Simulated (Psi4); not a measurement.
# SiO2 (silicon dioxide molecule) at OMP2/cc-pVTZ (density fitting for correlation)

What is the energy change on altering one bond length of SiO2 (silicon dioxide molecule) at OMP2/cc-pVTZ (density fitting for correlation)? 

The results are computed with Psi4 1.11.

1 further run of the same task is left out (it didn't finish).

## Step 1: Starting point

SiO2 has 3 atoms, charge 0, and is taken as a singlet. As SMILES, `O=[Si]=O`. The shape is that of a PBE0-D4/def2-TZVP optimisation.

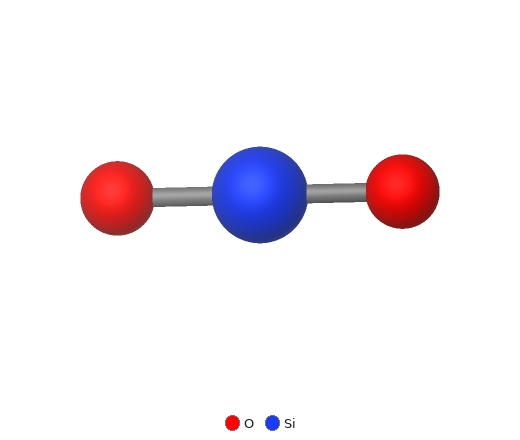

The structure, seen from a chosen angle (oxygen red, silicon blue).

## Step 2: The energy at OMP2/cc-pVTZ (density fitting for correlation)

The input, o2si.inp:

```
memory 2.2 GB

molecule {
  0 1
  O      0.697730     1.229600     0.518760
  Si    -0.000010     0.000000     0.000000
  O     -0.697730    -1.229610    -0.518760
  symmetry c1
  no_reorient
  no_com
}

set basis cc-pVTZ
set puream true
set e_convergence 1e-09
set d_convergence 1e-08
set scf_type pk
set num_frozen_docc 7

E, wfn = energy("omp2", return_wfn=True)
```

On the command line:

```sh
psi4 -n 1 o2si.inp o2si.out
```

o2si.out:

```text
[...]
  Running in c1 symmetry.
[...]
  Nuclear repulsion =   89.956438948079580
[...]
  Multiplicity = 1
[...]
  Nalpha       = 15
  Nbeta        = 15
[...]
    Number of basis functions: 94
[...]
   @RHF iter   1:  -438.49037872428198   -9.52781e-01   8.09637e-03 DIIS/ADIIS
[...]
   @RHF iter  11:  -438.71910956428076   -5.11591e-13   5.19916e-09 DIIS
[...]
    Orbital Energies [Eh]
    ---------------------
    Doubly Occupied:
       1A    -68.875102     2A    -20.579215     3A    -20.579199
       4A     -6.224764     5A     -4.331515     6A     -4.331515
       7A     -4.328533     8A     -1.323578     9A     -1.296801
      10A     -0.649502    11A     -0.566715    12A     -0.549802
      13A     -0.549802    14A     -0.506893    15A     -0.506893
[...]
  @RHF Final Energy:  -438.71910956428076
   => Energetics <=
    Nuclear Repulsion Energy =             89.9564389480795796
    One-Electron Energy =                -786.9514428549664444
    Two-Electron Energy =                 258.2758943426060796
    Total Energy =                       -438.7191095642807568
[...]
 Multipole Moments:
 ------------------------------------------------------------------------------------
     Multipole            Electronic (a.u.)      Nuclear  (a.u.)        Total (a.u.)
 ------------------------------------------------------------------------------------
 L = 1.  Multiply by 2.5417464519 to convert [e a0] to [Debye]
 Dipole X            :          0.0002372           -0.0002646           -0.0000273
 Dipole Y            :          0.0001648           -0.0001512            0.0000136
 Dipole Z            :         -0.0000000            0.0000000           -0.0000000
 Magnitude           :                                                    0.0000305
[...]
	Warning: cc_lambda option is changed to TRUE
	For this residual convergence, default PCG convergence is:     1.00e-07
[...]
	DF-MP2 Total Energy (a.u.)         :  -439.30614880193752
[...]
	DF-MP2 Total Energy (a.u.)         :  -439.32449175522316
[...]
	DF-OMP2 Total Energy (a.u.)        :  -439.32449175518252
[...]
```

It took 45 s on 1 thread of Intel Xeon at 2.50GHz (Skylake/Cascade Lake), shared host; peak memory 0.54 GiB.

## Step 3: The distorted shape, same level

The input, job.dat:

```
memory 2.2 GB

molecule molecule1 {
  O      0.907039     1.598457     0.674378
  Si    -0.000010     0.000000     0.000000
  O     -0.697730    -1.229610    -0.518760
  units angstrom
  symmetry c1
}

set {
  puream          true
  e_convergence   1e-09
  d_convergence   1e-08
  scf_type        pk
  num_frozen_docc 7
}

E, wfn = energy('omp2/cc-pVTZ', return_wfn=True)
print_variables()
```

On the command line:

```sh
psi4 -i job.dat -o job.out -n 1
```

job.out:

```text
[...]
  Running in c1 symmetry.
[...]
  Nuclear repulsion =   79.408136821326877
[...]
  Multiplicity = 1
[...]
  Nalpha       = 15
  Nbeta        = 15
[...]
    Number of basis functions: 94
[...]
   @RHF iter   1:  -438.25764118666677   -1.15720e+00   8.83455e-03 DIIS/ADIIS
[...]
   @RHF iter  13:  -438.60619333873035   -7.90124e-12   3.33912e-09 DIIS
[...]
    Orbital Energies [Eh]
    ---------------------
    Doubly Occupied:
       1A    -68.909633     2A    -20.615270     3A    -20.586148
       4A     -6.250944     5A     -4.356077     6A     -4.356077
       7A     -4.352151     8A     -1.316471     9A     -1.226878
      10A     -0.649387    11A     -0.534127    12A     -0.534127
      13A     -0.501432    14A     -0.496166    15A     -0.496166
[...]
  @RHF Final Energy:  -438.60619333873035
   => Energetics <=
    Nuclear Repulsion Energy =             79.4081368213268775
    One-Electron Energy =                -765.6665490406710433
    Two-Electron Energy =                 247.6522188806137592
    Total Energy =                       -438.6061933387303498
[...]
 Multipole Moments:
 ------------------------------------------------------------------------------------
     Multipole            Electronic (a.u.)      Nuclear  (a.u.)        Total (a.u.)
 ------------------------------------------------------------------------------------
 L = 1.  Multiply by 2.5417464519 to convert [e a0] to [Debye]
 Dipole X            :         -0.0000251           -0.0000001           -0.0000251
 Dipole Y            :         -0.0000007           -0.0000000           -0.0000007
 Dipole Z            :         -0.0936375           -0.0016143           -0.0952517
 Magnitude           :                                                    0.0952517
[...]
	Warning: cc_lambda option is changed to TRUE
	For this residual convergence, default PCG convergence is:     1.00e-07
[...]
	DF-MP2 Total Energy (a.u.)         :  -439.19878605238836
[...]
	DF-MP2 Total Energy (a.u.)         :  -439.25866451455818
[...]
	DF-OMP2 Total Energy (a.u.)        :  -439.25866453055903
[...]
```

Wall time 53 s (1 thread of Intel Xeon at 2.50GHz (Skylake/Cascade Lake), shared host); peak memory 0.54 GiB.

## Step 4: Summary of results

Level: OMP2/cc-pVTZ (density fitting for correlation), 7 core orbitals frozen.

```
                                                          quantity          value
                                         first shape: total energy  -439.32449 Eh
                  first shape: HOMO energy (Hartree–Fock orbitals)      -13.79 eV
                  first shape: LUMO energy (Hartree–Fock orbitals)        0.20 eV
                first shape: HOMO–LUMO gap (Hartree–Fock orbitals)       14.00 eV
          first shape: correlation energy (7 core orbitals frozen)     -605.4 mEh
                                     distorted shape: total energy  -439.25866 Eh
              distorted shape: HOMO energy (Hartree–Fock orbitals)      -13.50 eV
              distorted shape: LUMO energy (Hartree–Fock orbitals)       -0.31 eV
            distorted shape: HOMO–LUMO gap (Hartree–Fock orbitals)       13.19 eV
      distorted shape: correlation energy (7 core orbitals frozen)     -652.5 mEh
energy change with the O1–Si2 bond stretched from 1.506 to 1.958 Å       1.791 eV
```

**Reading.** With the O1–Si2 bond stretched from 1.506 to 1.958 Å the energy rises by 1.79 eV (41 kcal/mol). The first shape isn't relaxed at this level, so the change isn't measured from a minimum.
